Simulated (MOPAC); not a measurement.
# SiH$_{2}$OF: geometry relaxation (part 2 of 2)

The same run, continued: SiH$_{2}$OF, multiplicity 2, SMILES O[SiH]F; AM1, unrestricted (MOPAC 23.2.5). The atoms were displaced at random from an optimised geometry.

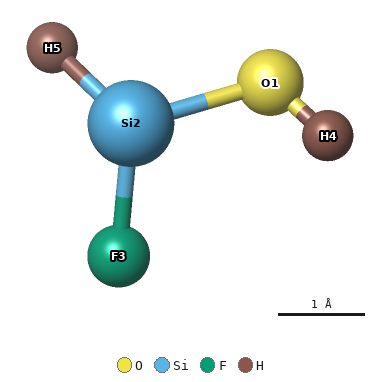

Fig. 1: The geometry at step 15 of the log (ball-and-stick view, seen on its broad side; atoms are numbered from 1 in the order of the input).

Trajectory as extended XYZ, continued
```
5
Properties=species:S:1:pos:R:3:forces:R:3 step=3 energy=-6.29042
O    -0.6388   -0.9314   -0.3254   -1.0918   0.3312   0.1366
Si    0.3187    0.2763    0.5138    0.3637  -1.0508   0.1837
F     0.2086    1.6519   -0.2825   -0.2410   0.9324  -0.4535
H    -1.5922   -0.7431   -0.3469    0.9600  -0.2180  -0.0559
H     1.6687   -0.2570    0.4477    0.0090   0.0052   0.1891
5
Properties=species:S:1:pos:R:3:forces:R:3 step=4 energy=-6.31481
O    -0.6466   -0.9209   -0.3107   -0.0156  -0.4985  -0.2170
Si    0.3243    0.2571    0.4998    0.3377   0.8241  -0.0209
F     0.2033    1.6678   -0.2836   -0.0930  -0.3490   0.2170
H    -1.5698   -0.7561   -0.3635   -0.4003   0.1088  -0.0666
H     1.6709   -0.2535    0.4838    0.1711  -0.0853   0.0875
5
Properties=species:S:1:pos:R:3:forces:R:3 step=5 energy=-6.32664
O    -0.6520   -0.9321   -0.3148    0.0624  -0.0176   0.0556
Si    0.3307    0.2649    0.5010   -0.0179   0.0960  -0.1538
F     0.2021    1.6683   -0.2819   -0.0985  -0.0859   0.0623
H    -1.5784   -0.7502   -0.3665   -0.1105   0.0692  -0.0416
H     1.6728   -0.2582    0.4900    0.1645  -0.0617   0.0775
5
Properties=species:S:1:pos:R:3:forces:R:3 step=6 energy=-6.32978
O    -0.6537   -0.9355   -0.3112   -0.0862   0.0295   0.0350
Si    0.3336    0.2655    0.4946   -0.0013  -0.0509  -0.0422
F     0.2000    1.6707   -0.2792   -0.0873   0.0047  -0.0158
H    -1.5820   -0.7454   -0.3729    0.0727   0.0427  -0.0235
H     1.6771   -0.2628    0.5040    0.1021  -0.0260   0.0465
5
Properties=species:S:1:pos:R:3:forces:R:3 step=7 energy=-6.33182
O    -0.6574   -0.9383   -0.3067   -0.0352   0.0350   0.0238
Si    0.3385    0.2647    0.4874   -0.0056  -0.1031   0.0307
F     0.1959    1.6738   -0.2768   -0.0579  -0.0028  -0.0423
H    -1.5824   -0.7385   -0.3827    0.0718   0.0570  -0.0138
H     1.6840   -0.2676    0.5235    0.0269   0.0139   0.0015
5
Properties=species:S:1:pos:R:3:forces:R:3 step=8 energy=-6.33260
O    -0.6585   -0.9376   -0.3049   -0.0193   0.0073   0.0094
Si    0.3408    0.2634    0.4859    0.0027  -0.0582   0.0459
F     0.1930    1.6735   -0.2768   -0.0431  -0.0366  -0.0294
H    -1.5812   -0.7325   -0.3885    0.0543   0.0644  -0.0125
H     1.6874   -0.2684    0.5299    0.0055   0.0230  -0.0135
5
Properties=species:S:1:pos:R:3:forces:R:3 step=9 energy=-6.33460
O    -0.6609   -0.9338   -0.3008    0.0046  -0.0509  -0.0132
Si    0.3474    0.2599    0.4854    0.0115   0.0369   0.0639
F     0.1839    1.6691   -0.2783   -0.0087  -0.0911   0.0003
H    -1.5764   -0.7107   -0.4066    0.0234   0.0709  -0.0111
H     1.6967   -0.2679    0.5407   -0.0308   0.0342  -0.0400
5
Properties=species:S:1:pos:R:3:forces:R:3 step=10 energy=-6.33693
O    -0.6632   -0.9278   -0.2968   -0.0200  -0.0791  -0.0216
Si    0.3554    0.2561    0.4888    0.0075   0.1012   0.0543
F     0.1720    1.6599   -0.2815    0.0220  -0.1100   0.0279
H    -1.5686   -0.6781   -0.4313    0.0416   0.0540  -0.0069
H     1.7079   -0.2647    0.5456   -0.0511   0.0339  -0.0537
5
Properties=species:S:1:pos:R:3:forces:R:3 step=11 energy=-6.33932
O    -0.6662   -0.9167   -0.2918   -0.1089  -0.0442  -0.0092
Si    0.3672    0.2512    0.5007   -0.0142   0.0942  -0.0046
F     0.1523    1.6396   -0.2886    0.0461  -0.0471   0.0469
H    -1.5506   -0.6176   -0.4753    0.1279  -0.0166   0.0097
H     1.7251   -0.2547    0.5379   -0.0509   0.0137  -0.0427
5
Properties=species:S:1:pos:R:3:forces:R:3 step=12 energy=-6.33997
O    -0.6653   -0.9181   -0.2937    0.0574  -0.0724   0.0401
Si    0.3636    0.2529    0.5020   -0.0018   0.0132   0.0017
F     0.1567    1.6405   -0.2881    0.0171   0.0231   0.0115
H    -1.5498   -0.6266   -0.4679   -0.0439   0.0334  -0.0301
H     1.7205   -0.2536    0.5290   -0.0287   0.0028  -0.0232
5
Properties=species:S:1:pos:R:3:forces:R:3 step=13 energy=-6.34047
O    -0.6652   -0.9205   -0.2921    0.0028  -0.0233   0.0374
Si    0.3626    0.2535    0.5023   -0.0044  -0.0140  -0.0068
F     0.1579    1.6413   -0.2876    0.0057   0.0355   0.0033
H    -1.5484   -0.6243   -0.4726    0.0104   0.0051  -0.0208
H     1.7190   -0.2526    0.5232   -0.0146  -0.0032  -0.0131
5
Properties=species:S:1:pos:R:3:forces:R:3 step=14 energy=-6.34098
O    -0.6657   -0.9247   -0.2879   -0.0748   0.0394   0.0233
Si    0.3613    0.2541    0.5022   -0.0033  -0.0301  -0.0158
F     0.1594    1.6430   -0.2863   -0.0090   0.0366  -0.0024
H    -1.5445   -0.6199   -0.4846    0.0813  -0.0343  -0.0050
H     1.7172   -0.2512    0.5142    0.0058  -0.0117  -0.0001
5
Properties=species:S:1:pos:R:3:forces:R:3 step=15 energy=-6.34126
O    -0.6665   -0.9271   -0.2845   -0.0883   0.0545   0.0135
Si    0.3610    0.2543    0.5014   -0.0007  -0.0255  -0.0148
F     0.1599    1.6444   -0.2853   -0.0139   0.0276  -0.0031
H    -1.5410   -0.6176   -0.4943    0.0904  -0.0424   0.0007
H     1.7166   -0.2510    0.5098    0.0125  -0.0142   0.0037
5
Properties=species:S:1:pos:R:3:forces:R:3 step=16 energy=-6.34182
O    -0.6701   -0.9319   -0.2733   -0.0957   0.0619  -0.0195
Si    0.3617    0.2540    0.4986    0.0092   0.0046  -0.0018
F     0.1593    1.6476   -0.2826   -0.0167  -0.0074  -0.0008
H    -1.5287   -0.6105   -0.5269    0.0885  -0.0458   0.0167
H     1.7172   -0.2516    0.5004    0.0148  -0.0133   0.0055
5
Properties=species:S:1:pos:R:3:forces:R:3 step=17 energy=-6.34200
O    -0.6717   -0.9292   -0.2721    0.0830  -0.0335   0.0251
Si    0.3636    0.2535    0.4987    0.0047   0.0153   0.0030
F     0.1571    1.6464   -0.2829   -0.0058  -0.0097   0.0019
H    -1.5247   -0.6115   -0.5324   -0.0801   0.0341  -0.0278
H     1.7194   -0.2535    0.5022   -0.0018  -0.0062  -0.0022
5
Properties=species:S:1:pos:R:3:forces:R:3 step=18 energy=-6.34215
O    -0.6728   -0.9283   -0.2694   -0.0082   0.0011  -0.0038
Si    0.3657    0.2529    0.4997    0.0051   0.0068   0.0034
F     0.1539    1.6440   -0.2834   -0.0020   0.0011  -0.0003
H    -1.5204   -0.6017   -0.5446    0.0118  -0.0043   0.0029
H     1.7222   -0.2528    0.5004   -0.0067  -0.0047  -0.0022
5
Properties=species:S:1:pos:R:3:forces:R:3 step=19 energy=-6.34215
O    -0.6729   -0.9286   -0.2692    0.0019   0.0012  -0.0003
Si    0.3654    0.2531    0.4997    0.0026   0.0044   0.0010
F     0.1543    1.6444   -0.2832   -0.0031  -0.0003  -0.0004
H    -1.5201   -0.6026   -0.5451    0.0029  -0.0005   0.0006
H     1.7217   -0.2531    0.4995   -0.0042  -0.0048  -0.0009
5
Properties=species:S:1:pos:R:3:forces:R:3 step=20 energy=-6.34216
O    -0.6729   -0.9287   -0.2688    0.0066   0.0006   0.0015
Si    0.3655    0.2532    0.4998    0.0010   0.0018  -0.0006
F     0.1542    1.6444   -0.2832   -0.0031   0.0002  -0.0006
H    -1.5195   -0.6026   -0.5462   -0.0017   0.0016  -0.0003
H     1.7214   -0.2537    0.4987   -0.0028  -0.0042   0.0000
5
Properties=species:S:1:pos:R:3:forces:R:3 step=21 energy=-6.34216
O    -0.6729   -0.9286   -0.2685    0.0075  -0.0003   0.0019
Si    0.3656    0.2533    0.4999   -0.0002  -0.0002  -0.0013
F     0.1540    1.6444   -0.2832   -0.0023   0.0007  -0.0006
H    -1.5189   -0.6024   -0.5473   -0.0036   0.0026  -0.0005
H     1.7211   -0.2545    0.4981   -0.0014  -0.0027   0.0006
5
Properties=species:S:1:pos:R:3:forces:R:3 step=22 energy=-6.34216
O    -0.6727   -0.9284   -0.2685    0.0042  -0.0012   0.0011
Si    0.3657    0.2534    0.5000   -0.0008  -0.0014  -0.0010
F     0.1537    1.6443   -0.2833   -0.0006   0.0007  -0.0004
H    -1.5187   -0.6023   -0.5474   -0.0029   0.0021  -0.0002
H     1.7207   -0.2558    0.4979    0.0000  -0.0003   0.0006
5
Properties=species:S:1:pos:R:3:forces:R:3 step=23 energy=-6.34217
O    -0.6724   -0.9283   -0.2690   -0.0019   0.0002  -0.0004
Si    0.3657    0.2534    0.5000    0.0001   0.0001   0.0001
F     0.1537    1.6443   -0.2834    0.0003  -0.0001   0.0001
H    -1.5194   -0.6023   -0.5458    0.0015  -0.0005   0.0003
H     1.7206   -0.2560    0.4987    0.0000   0.0003  -0.0002
5
Properties=species:S:1:pos:R:3:forces:R:3 step=24 energy=-6.34217
O    -0.6725   -0.9284   -0.2689   -0.0001   0.0000  -0.0002
Si    0.3657    0.2534    0.5000    0.0000  -0.0001  -0.0001
F     0.1537    1.6443   -0.2834    0.0000   0.0001   0.0000
H    -1.5192   -0.6023   -0.5462    0.0003   0.0000   0.0002
H     1.7206   -0.2558    0.4985   -0.0001   0.0000   0.0000
5
Properties=species:S:1:pos:R:3:forces:R:3 step=25 energy=-6.34217
O    -0.6725   -0.9284   -0.2689    0.0000  -0.0002   0.0004
Si    0.3656    0.2534    0.5000    0.0000  -0.0001  -0.0001
F     0.1537    1.6443   -0.2834    0.0000   0.0001   0.0000
H    -1.5193   -0.6023   -0.5460    0.0001   0.0002  -0.0003
H     1.7206   -0.2558    0.4986    0.0000   0.0000   0.0000
5
Properties=species:S:1:pos:R:3:forces:R:3 step=26 energy=-6.34217
O    -0.6725   -0.9284   -0.2689    0.0000   0.0000  -0.0003
Si    0.3657    0.2534    0.5000   -0.0001  -0.0001   0.0000
F     0.1537    1.6443   -0.2834    0.0000   0.0000   0.0000
H    -1.5192   -0.6023   -0.5462    0.0001   0.0000   0.0003
H     1.7206   -0.2559    0.4986   -0.0001   0.0000   0.0000
```

This output came from the following input.

Input (fh2osi.mop)
```
AM1 EF UHF PRECISE DOUBLET GRADIENTS GNORM=0.01 DISP CHARGE=0 CYCLES=300 AUX(PRECISION=6) THREADS=1
FH2OSi, AM1
O[SiH]F
O     -0.597718    -0.872898    -0.283908
Si     0.276203     0.236713     0.489286
F      0.215748     1.647919    -0.281794
H     -1.568691    -0.757865    -0.353723
H      1.675120    -0.249005     0.415475
```

Launched with:
```bash
mopac fh2osi.mop
```

Key numbers

- outcome: converged
- total energy: −33.778054 hartree
- dispersion energy: 0.000000 hartree
- heat of formation: −146.25 kcal/mol
- basis functions: 14
- largest force: 0.000 eV/Å
- ⟨S²⟩: 0.753
- dipole moment: 1.44 D
- hardware: 1 thread of Intel Xeon (Sapphire Rapids), 64 GiB of memory available, shared host
- peak memory: 0.071 GiB

Notes

MOPAC's energies along a path are heats of formation.
